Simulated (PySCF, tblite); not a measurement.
# C2H13NSSi4: geometry, infrared bands and NMR shifts

What infrared bands and NMR shifts should C2H13NSSi4 (`CN1C[SiH2][Si@@H]([SiH3])S[SiH2]1`) show?

Programs: tblite 0.8.0 and PySCF 2.14.0, with density-fitted response routines of our own. Each step states its level of theory. These are calculated values for one molecule in the gas phase, unless marked as measured. Atoms count from 0, in the outputs and in this text.

## (1) Starting geometry

21 atoms, charge 0, multiplicity 1; geometry from: force field or distance geometry start.

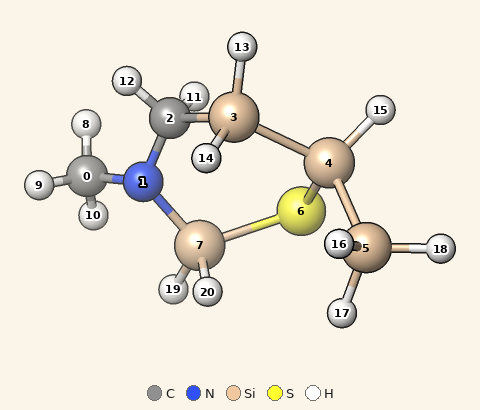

As it starts; carbon grey, nitrogen blue, silicon light orange, sulfur yellow, hydrogen white, atoms numbered; sticks join atoms by distance.

## (2) Optimising the geometry with GFN2-xTB

Job settings and geometry (Å):

```
{"job": {"kind": "relax", "xc": "GFN2-xTB", "basis": "xTB"}, "charge": 0, "multiplicity": 1}
C     -3.005200    -0.711300     0.098400
N     -1.624800    -0.379000     0.378600
C     -1.360900     1.000000     0.228000
Si     0.300500     1.604500     0.785500
Si     1.835200     0.847100    -0.641600
Si     3.481600    -0.253400     0.401600
S      0.829600    -0.661800    -1.808000
Si    -0.533300    -1.522700    -0.381700
H     -3.488000     0.130200    -0.442700
H     -3.534400    -0.889200     1.049000
H     -3.024500    -1.647600    -0.521700
H     -1.460600     1.223900    -0.873400
H     -2.197600     1.613300     0.707700
H      0.243800     3.063200     0.843900
H      0.534900     1.058300     2.142100
H      2.343100     1.953000    -1.450500
H      3.582200     0.104000     1.818600
H      3.183900    -1.715000     0.364600
H      4.732400    -0.040400    -0.337700
H     -1.197700    -2.725300    -0.906300
H      0.350900    -2.034800     0.699700
```

Run with:

```sh
> OMP_NUM_THREADS=1 python probes_run.py task.json out
```

This one command runs all jobs of the session in turn.

**Question.** This job is followed by: GFN2-xTB harmonic vibrations, gas phase; GIAO PBE0/pcSseg-1 NMR shielding, non-relativistic, gas phase. Predict these results of the whole session: strongest single infrared mode (GFN2-xTB); zero-point energy (GFN2-xTB); ¹³C shifts against TMS (PBE0/pcSseg-1); ¹H shifts against TMS (PBE0/pcSseg-1, means over atoms taken as alike); ¹⁵N shifts against NH3 (PBE0/pcSseg-1); ²⁹Si shifts against TMS (PBE0/pcSseg-1); ³³S shifts against CS2 (PBE0/pcSseg-1).

As calculated:

```
                                                              quantity                                                     value
                             strongest single infrared mode (GFN2-xTB)                                      786 cm⁻¹, 467 km/mol
                                          zero-point energy (GFN2-xTB)                                             86.9 kcal/mol
                                ¹³C shifts against TMS (PBE0/pcSseg-1)                                            38.8, 34.5 ppm
¹H shifts against TMS (PBE0/pcSseg-1, means over atoms taken as alike)  5.44, 5.31, 5.04, 4.20, 4.13, 3.65, 3.42, 2.67, 2.27 ppm
                                ¹⁵N shifts against NH3 (PBE0/pcSseg-1)                                                  11.0 ppm
                               ²⁹Si shifts against TMS (PBE0/pcSseg-1)                           -25.4, -58.6, -78.3, -112.6 ppm
                                ³³S shifts against CS2 (PBE0/pcSseg-1)                                                  -313 ppm
```

In words: The optimisation took 250 steps and gained 0.940 eV; among the close pairs (by a distance rule), Si3–Si4 changed most, from 2.228 to 2.334 Å. No mode is imaginary among the 57: a minimum at this level. The strongest single mode, at 786 cm⁻¹, is carried by H20, H19, H14, H13. GFN2-xTB is a fitted tight-binding method: band positions and strengths are rough. Its intensities can rank the bands wrongly. At PBE0/pcSseg-1: Shielding is most anisotropic at Si4 (span 123 ppm, paramagnetic term -473 ppm).
